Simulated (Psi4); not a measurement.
# UM06-L/6-31G(d) (spherical functions, sweep point 3) run of C2H2F (SMILES C=[C]F)

Aim: the vertical electron affinity of C2H2F at UM06-L/6-31G* (spherical functions, sweep point 3), from 2 runs. The job is set up through a Python script.

The results are computed with Psi4 1.11.

4 further runs of the same task are left out: 4 set aside as unsound or not needed.

**1. The system as given**

C2H2F has 5 atoms, charge 0, and is taken as a doublet. As SMILES, `C=[C]F`. The shape is that of a PBE0-D4/def2-TZVP optimisation.

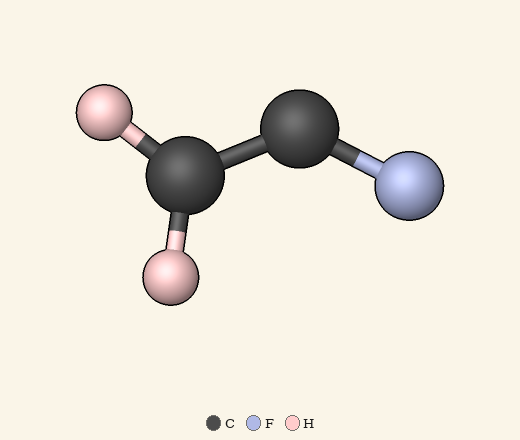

The structure, seen from a chosen angle (carbon dark grey, fluorine light blue, hydrogen pink).

**2. The energy at UM06-L/6-31G(d) (spherical functions, sweep point 3)**

c2h2f.py

```python
import psi4

psi4.set_memory('1600 MB')
psi4.set_num_threads(1)
psi4.core.set_output_file('output.dat', False)

molecule = psi4.geometry("""
0 2
C      0.488200    -0.200400     0.008400
C     -0.592700     0.393700     0.447100
F     -1.725600     0.629500    -0.148900
H      0.534700    -0.590400    -1.005400
H      1.345200    -0.306200     0.657500
symmetry c1
""")

psi4.set_options({
    'reference': 'uks',
    'puream': True,
    'scf_type': 'pk',
    'dft_radial_points': 35,
    'dft_spherical_points': 110,
    'maxiter': 150,
})

e, wfn = psi4.energy('m06-l/6-31G*', molecule=molecule, return_wfn=True)
print(f'm06-l/6-31G* energy: {e:.10f} Eh')
```

On the command line:

```console
$ python c2h2f.py
```

output.dat:

```text
[...]
  Running in c1 symmetry.
[...]
  Nuclear repulsion =   60.961139739115154
[...]
  Multiplicity = 2
[...]
  Nalpha       = 12
  Nbeta        = 11
[...]
    Number of basis functions: 46
[...]
   @UKS iter   1:  -176.92863799193847   -1.87859e-01   1.25686e-02 ADIIS/DIIS
[...]
   @UKS iter  11:  -177.10838735913740   -1.46275e-08   3.90501e-07 DIIS
[...]
   @S^2 Observed:                7.649732721E-01
[...]
    Orbital Energies [Eh]
    ---------------------
    Alpha Occupied:
       1A    -24.556637     2A    -10.162024     3A    -10.059980
       4A     -1.247983     5A     -0.738968     6A     -0.579696
       7A     -0.464599     8A     -0.461426     9A     -0.447033
      10A     -0.386216    11A     -0.244283    12A     -0.219946
    Alpha Virtual:
      13A     -0.002631    14A      0.104768    15A      0.129752
      16A      0.243418    17A      0.318510    18A      0.504041
      19A      0.527788    20A      0.536746    21A      0.587890
      22A      0.624714    23A      0.665315    24A      0.798336
      25A      0.851298    26A      0.893768    27A      1.064925
[...]
  @UKS Final Energy:  -177.10838735913740
   => Energetics <=
    Nuclear Repulsion Energy =             60.9611397391151542
    One-Electron Energy =                -363.0971558210291050
    Two-Electron Energy =                 147.0283345649594366
    DFT Exchange-Correlation Energy =     -22.0007058421828745
    Empirical Dispersion Energy =           0.0000000000000000
    VV10 Nonlocal Energy =                  0.0000000000000000
    Total Energy =                       -177.1083873591373958
[...]
 Multipole Moments:
 ------------------------------------------------------------------------------------
     Multipole            Electronic (a.u.)      Nuclear  (a.u.)        Total (a.u.)
 ------------------------------------------------------------------------------------
 L = 1.  Multiply by 2.5417464519 to convert [e a0] to [Debye]
 Dipole X            :         -3.7972128            4.0554146            0.2582017
 Dipole Y            :          1.5853723           -1.7111878           -0.1258155
 Dipole Z            :          0.1720918           -0.2330006           -0.0609087
 Magnitude           :                                                    0.2936112
[...]
```

Standard output:

```text
m06-l/6-31G* energy: -177.1083873591 Eh
```

Wall time 1.9 s (1 thread of Intel Xeon 6975P-C (Granite Rapids), shared host); peak memory 0.26 GiB.

**3. The singlet anion**

calc.py

```python
import psi4

psi4.set_memory(1600000000)
psi4.set_num_threads(1)
psi4.core.set_output_file('output.dat', False)

geom = psi4.geometry("""
-1 1
C      0.488200    -0.200400     0.008400
C     -0.592700     0.393700     0.447100
F     -1.725600     0.629500    -0.148900
H      0.534700    -0.590400    -1.005400
H      1.345200    -0.306200     0.657500
symmetry c1
""")

psi4.set_options({
    'basis': '6-31G*',
    'puream': True,
    'scf_type': 'pk',
    'dft_radial_points': 35,
    'dft_spherical_points': 110,
})

E, wfn = psi4.energy('m06-l', return_wfn=True)
print(f'm06-l energy: {E:.10f} Eh')
```

On the command line:

```console
$ python calc.py
```

output.dat:

```text
[...]
  Running in c1 symmetry.
[...]
  Nuclear repulsion =   60.961139739115154
[...]
  Multiplicity = 1
[...]
  Nalpha       = 12
  Nbeta        = 12
[...]
    Number of basis functions: 46
[...]
   @RKS iter   1:  -176.78459090985189   -4.38116e-02   1.58716e-02 ADIIS/DIIS
[...]
   @RKS iter   9:  -177.08688459759844   -1.23693e-08   4.56289e-07 DIIS
[...]
    Orbital Energies [Eh]
    ---------------------
    Doubly Occupied:
       1A    -24.246486     2A     -9.778340     3A     -9.759397
       4A     -0.943077     5A     -0.426128     6A     -0.281427
       7A     -0.164216     8A     -0.152403     9A     -0.151835
      10A     -0.105142    11A      0.054065    12A      0.164232
[...]
  @RKS Final Energy:  -177.08688459759844
   => Energetics <=
    Nuclear Repulsion Energy =             60.9611397391151542
    One-Electron Energy =                -370.0454470305859900
    Two-Electron Energy =                 154.3412439294426122
    DFT Exchange-Correlation Energy =     -22.3438212355702035
    Empirical Dispersion Energy =           0.0000000000000000
    VV10 Nonlocal Energy =                  0.0000000000000000
    Total Energy =                       -177.0868845975984414
[...]
 Multipole Moments:
 ------------------------------------------------------------------------------------
     Multipole            Electronic (a.u.)      Nuclear  (a.u.)        Total (a.u.)
 ------------------------------------------------------------------------------------
 L = 1.  Multiply by 2.5417464519 to convert [e a0] to [Debye]
 Dipole X            :         -4.7311922            4.0554146           -0.6757776
 Dipole Y            :          1.7656067           -1.7111878            0.0544189
 Dipole Z            :         -0.3579432           -0.2330006           -0.5909438
 Magnitude           :                                                    0.8993617
[...]
```

The script printed:

```text
m06-l energy: -177.0868845976 Eh
```

Wall time 1.8 s (1 thread of Intel Xeon 6975P-C (Granite Rapids), shared host); peak memory 0.26 GiB.

**4. Outcome**

At UM06-L/6-31G* (spherical functions, sweep point 3):

| quantity | value |
| --- | --- |
| doublet C2H2F: total energy | -177.10839 Eh |
| doublet C2H2F: dipole moment | 0.75 D |
| doublet C2H2F: HOMO energy (highest over α and β) | -5.99 eV |
| doublet C2H2F: LUMO energy (lowest over α and β) | -2.53 eV |
| doublet C2H2F: ⟨S²⟩ | 0.765 |
| singlet anion: total energy | -177.08688 Eh |
| singlet anion: HOMO energy | 4.47 eV |
| singlet anion: LUMO energy | 8.46 eV |
| singlet anion: HOMO–LUMO gap (to an unbound level, set by the basis) | 3.99 eV |
| vertical electron affinity (to the singlet anion) | -0.585 eV |

In words: The anion lies 0.59 eV (13.5 kcal/mol) above the neutral: the electron isn't bound at this level, and such a value depends on the basis. Without diffuse functions anions come out too high. The HOMO (singlet anion) lies at positive energy, 4.47 eV, as semi-local functionals often give for anions; only total energies tell whether the electron is bound.
